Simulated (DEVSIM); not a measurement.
Structure: abrupt GaAs n-p junction, at 350 K.

```tsv
layer (left to right)	material	thickness (μm)	Nd (cm⁻³)	Na (cm⁻³)	τn (s)	τp (s)
1	GaAs	23.0	3.9e15	-	2.2e-9	2.2e-9
2	GaAs	36.0	-	2.2e16	2.2e-9	2.2e-9
```

Left contact: ohmic. Right contact: ohmic. Voltage is applied to the left contact. Recombination: SRH at mid-gap, radiative, Auger. Mobility is μmin + (μ − μmin)/(1 + (N/Nref)^α).

The device is made up for the run: typed textbook-type constants, with dimensions and the other settings drawn at random. Values at 300 K; Nc and Nv go as T^1.5, mobilities as T to minus their exponent, the gap by Varshni's rule with the affinity fixed.

| parameter | GaAs |
|---|---|
| gap (eV) | 1.424 |
| affinity (eV) | 4.07 |
| permittivity | 12.9 |
| Nc (cm⁻³) | 4.7e17 |
| Nv (cm⁻³) | 9e18 |
| μn (cm²/Vs) | 8500 |
| μp (cm²/Vs) | 400 |
| μn,min | 500 |
| μp,min | 20 |
| Nref,n | 6e16 |
| Nref,p | 1.5e17 |
| αn | 0.39 |
| αp | 0.38 |
| T exponent of μn | 2.1 |
| T exponent of μp | 2.2 |
| B (cm³/s) | 2e-10 |
| Cn (cm⁶/s) | 1e-30 |
| Cp (cm⁶/s) | 1e-30 |
| Varshni α (eV/K) | 0.000541 |
| Varshni β (K) | 204 |

Simulated with DEVSIM: 1D drift-diffusion, Boltzmann statistics, complete ionisation; no tunnelling, impact ionisation, image-force lowering or self-heating.

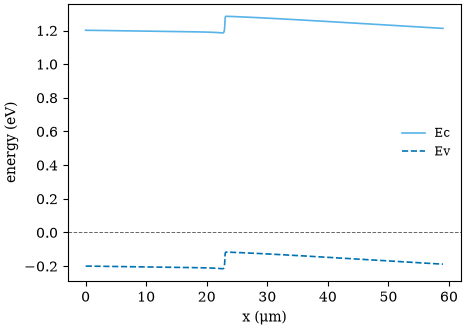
Figure. Band edges at -1.05 V on the left contact

Energies count from the Fermi level of the right contact; mesh points crowd at the junctions.

```json
[
 {"x (μm)": "0.000", "Ec (eV)": "1.202", "Ev (eV)": "-0.199", "n (cm⁻³)": "3.9e15", "p (cm⁻³)": "< 1e2", "field (V/cm)": "≈ 0"},
 {"x (μm)": "0.04819", "Ec (eV)": "1.202", "Ev (eV)": "-0.200", "n (cm⁻³)": "3.9e15", "p (cm⁻³)": "880000", "field (V/cm)": "≈ 0"},
 {"x (μm)": "0.2020", "Ec (eV)": "1.201", "Ev (eV)": "-0.200", "n (cm⁻³)": "3.9e15", "p (cm⁻³)": "3700000", "field (V/cm)": "≈ 0"},
 {"x (μm)": "0.6549", "Ec (eV)": "1.201", "Ev (eV)": "-0.200", "n (cm⁻³)": "3.9e15", "p (cm⁻³)": "1.2e7", "field (V/cm)": "≈ 0"},
 {"x (μm)": "3.041", "Ec (eV)": "1.200", "Ev (eV)": "-0.201", "n (cm⁻³)": "3.9e15", "p (cm⁻³)": "1.3e8", "field (V/cm)": "≈ 0"},
 {"x (μm)": "9.181", "Ec (eV)": "1.197", "Ev (eV)": "-0.204", "n (cm⁻³)": "3.9e15", "p (cm⁻³)": "1.7e10", "field (V/cm)": "≈ 0"},
 {"x (μm)": "18.12", "Ec (eV)": "1.192", "Ev (eV)": "-0.209", "n (cm⁻³)": "3.9e15", "p (cm⁻³)": "2.1e13", "field (V/cm)": "≈ 0"},
 {"x (μm)": "21.94", "Ec (eV)": "1.188", "Ev (eV)": "-0.214", "n (cm⁻³)": "4.3e15", "p (cm⁻³)": "4.0e14", "field (V/cm)": "-24"},
 {"x (μm)": "22.66", "Ec (eV)": "1.186", "Ev (eV)": "-0.215", "n (cm⁻³)": "4.5e15", "p (cm⁻³)": "6.8e14", "field (V/cm)": "28"},
 {"x (μm)": "22.91", "Ec (eV)": "1.202", "Ev (eV)": "-0.199", "n (cm⁻³)": "2.6e15", "p (cm⁻³)": "1.4e15", "field (V/cm)": "2600"},
 {"x (μm)": "22.99", "Ec (eV)": "1.238", "Ev (eV)": "-0.163", "n (cm⁻³)": "7.9e14", "p (cm⁻³)": "4.7e15", "field (V/cm)": "7600"},
 {"x (μm)": "23.04", "Ec (eV)": "1.275", "Ev (eV)": "-0.126", "n (cm⁻³)": "2.3e14", "p (cm⁻³)": "1.6e16", "field (V/cm)": "3000"},
 {"x (μm)": "23.18", "Ec (eV)": "1.284", "Ev (eV)": "-0.117", "n (cm⁻³)": "1.7e14", "p (cm⁻³)": "2.2e16", "field (V/cm)": "34"},
 {"x (μm)": "23.58", "Ec (eV)": "1.284", "Ev (eV)": "-0.117", "n (cm⁻³)": "1.5e14", "p (cm⁻³)": "2.2e16", "field (V/cm)": "-13"},
 {"x (μm)": "25.70", "Ec (eV)": "1.281", "Ev (eV)": "-0.120", "n (cm⁻³)": "1.0e14", "p (cm⁻³)": "2.2e16", "field (V/cm)": "-15"},
 {"x (μm)": "31.15", "Ec (eV)": "1.271", "Ev (eV)": "-0.130", "n (cm⁻³)": "4.1e13", "p (cm⁻³)": "2.2e16", "field (V/cm)": "-19"},
 {"x (μm)": "46.02", "Ec (eV)": "1.241", "Ev (eV)": "-0.160", "n (cm⁻³)": "3.4e12", "p (cm⁻³)": "2.2e16", "field (V/cm)": "-21"},
 {"x (μm)": "54.70", "Ec (eV)": "1.222", "Ev (eV)": "-0.179", "n (cm⁻³)": "6.6e11", "p (cm⁻³)": "2.2e16", "field (V/cm)": "-22"},
 {"x (μm)": "58.07", "Ec (eV)": "1.215", "Ev (eV)": "-0.186", "n (cm⁻³)": "1.4e11", "p (cm⁻³)": "2.2e16", "field (V/cm)": "-22"},
 {"x (μm)": "58.71", "Ec (eV)": "1.213", "Ev (eV)": "-0.188", "n (cm⁻³)": "4.6e10", "p (cm⁻³)": "2.2e16", "field (V/cm)": "-22"},
 {"x (μm)": "58.92", "Ec (eV)": "1.213", "Ev (eV)": "-0.188", "n (cm⁻³)": "1.3e10", "p (cm⁻³)": "2.2e16", "field (V/cm)": "-22"},
 {"x (μm)": "59.00", "Ec (eV)": "1.213", "Ev (eV)": "-0.188", "n (cm⁻³)": "< 1e2", "p (cm⁻³)": "2.2e16", "field (V/cm)": "-22"}
]
```
